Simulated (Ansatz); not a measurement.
# [NH4]+ (ammonium): FCI/3-21G

Aim: the vertical singlet–triplet gap of [NH4]+ (ammonium) at FCI/3-21G, from 2 runs. 

The calculation is run with Ansatz 0.2.0.

### Step 1. Starting point

The species is [NH4]+ (5 atoms), meant as a singlet with charge +1. As SMILES, `[NH4+]`. Geometry: relaxed at PBE0-D4/def2-TZVP.

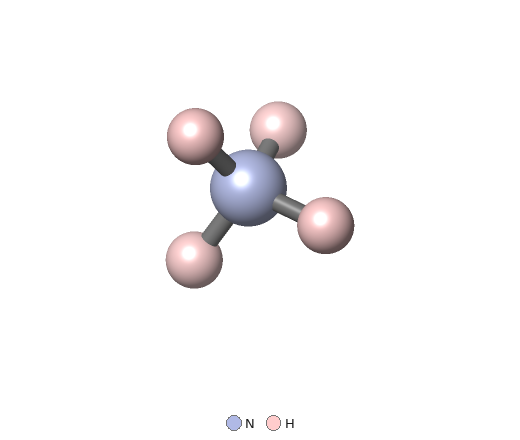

Viewed from a chosen angle; nitrogen light blue, hydrogen pink.

### Step 2. The energy at FCI/3-21G

molecule.yaml

```yaml
crystal:
  periodic: [false, false, false]
  atoms:
    - symbol: N
      position_ang: [0.000010, 0.000010, -0.000000]
    - symbol: H
      position_ang: [0.453330, -0.447860, 0.801010]
    - symbol: H
      position_ang: [-0.972430, 0.216180, 0.235210]
    - symbol: H
      position_ang: [0.023940, -0.633460, -0.803650]
    - symbol: H
      position_ang: [0.495160, 0.865130, -0.232580]
basis:
  gaussian:
    orbitals: 3-21G.json
total_charge: 1
correlation:
  method: fci
  frozen_orbitals: {H: 0, "N": 1}
accuracy: high
```

The basis set 3-21G is read from a file made from the Basis Set Exchange's data (not shown).

Run with:

```console
$ ansatz run molecule.yaml --threads 1 --pin off --max-ram 3480MiB --events-out events.jsonl --progress --plain --runs-dir runs
```

Log:

```text
Warning: RAYON_NUM_THREADS=1 ignored (pool sized by the plan → 1); use --threads N
Functional definition: HF
  name "HF"
  exchange = exact_x
  correlation = 0
338 factors; integrals over basis functions are off by at most 3.8e-9 eV
mean field evaluation 1: about -1527.5641 eV, gradient 3.9e1 eV
mean field evaluation 2: about -1527.5578 eV, gradient 3.9e1 eV
mean field evaluation 4: about -1530.1984 eV, gradient 1.0e0 eV
mean field evaluation 8: about -1530.2007 eV, gradient 1.2e-4 eV
mean field -1530.20072978 eV, -56.2338396120 hartree, gradient 2.8e-8 eV, S^2 0.000000; 0 other end points of the search recorded, 0 dependent functions left out
1 core orbitals not correlated: weight in the atoms' cores, before any rotation towards them, 1.000 or more for the frozen orbitals, at most 0.000 for the correlated occupied ones
reference -1530.20072978 eV, -56.2338396120 hartree; 4, 4 occupied and 12, 12 virtual orbitals, 338 factors
state -1533.84916809 eV, -56.3679172471 hartree
Total energy: -1533.84916809 eV, -56.3679172471 hartree
```

It took 10 s on 1 thread of Arm Neoverse V1, shared host; peak memory 0.31 GiB.

### Step 3. The triplet, same level

Edit molecule.yaml of step 2 so:

```diff
@@ -14,8 +14,6 @@
 basis:
-  gaussian:
-    orbitals: 3-21G.json
+  gaussian: {orbitals: 3-21G.json}
 total_charge: 1
-correlation:
-  method: fci
-  frozen_orbitals: {H: 0, "N": 1}
+magnetization: {spin_polarized: true, initial_magnetization: 2}
+correlation: {method: fci, frozen_orbitals: {H: 0, "N": 1}}
 accuracy: high
```

The basis set 3-21G is read from a file made from the Basis Set Exchange's data (not shown).

Run with:

```console
$ ansatz run molecule.yaml --threads 1 --pin off --max-ram 3480MiB --events-out events.jsonl --progress --plain --runs-dir runs
```

Log (excerpt; [...] marks lines left out):

```text
Warning: RAYON_NUM_THREADS=1 ignored (pool sized by the plan → 1); use --threads N
Functional definition: HF
  name "HF"
[...]
338 factors; integrals over basis functions are off by at most 3.8e-9 eV
[...]
mean field -1515.53594299 eV, -55.6949186377 hartree, gradient 8.7e-8 eV, S^2 2.006163; 2 other end points of the search recorded, 0 dependent functions left out
determinant -1515.53594299 eV, -55.6949186377 hartree, with singles and doubles -1518.53760584 eV, -55.8052277128 hartree
determinant -1515.53580509 eV, -55.6949135698 hartree, with singles and doubles -1518.53748256 eV, -55.8052231823 hartree
determinant -1515.53594299 eV, -55.6949186377 hartree, with singles and doubles -1518.53953598 eV, -55.8052986441 hartree
determinant -1515.53580509 eV, -55.6949135698 hartree, with singles and doubles -1518.53941419 eV, -55.8052941685 hartree
1 core orbitals not correlated: weight in the atoms' cores, before any rotation towards them, 1.000 or more for the frozen orbitals, at most 0.000 for the correlated occupied ones
reference -1515.46308050 eV, -55.6922409908 hartree; 5, 3 occupied and 11, 13 virtual orbitals, 338 factors
state -1518.60551379 eV, -55.8077232841 hartree
Total energy: -1518.60551379 eV, -55.8077232841 hartree
```

Wall time 70 s (1 thread of Arm Neoverse V1, shared host); peak memory 0.53 GiB.

### Step 4. What came out

At FCI/3-21G, 1 core orbital frozen:

| quantity | value |
| --- | --- |
| singlet: total energy | -56.36792 Eh |
| singlet: correlation energy (1 core orbital frozen) | -134.1 mEh |
| triplet: total energy | -55.80772 Eh |
| triplet: correlation energy (1 core orbital frozen) | -115.5 mEh |
| vertical energy of the triplet above the singlet | 15.244 eV |

At this shape the triplet lies 15.24 eV (1471 kJ/mol) above the singlet.
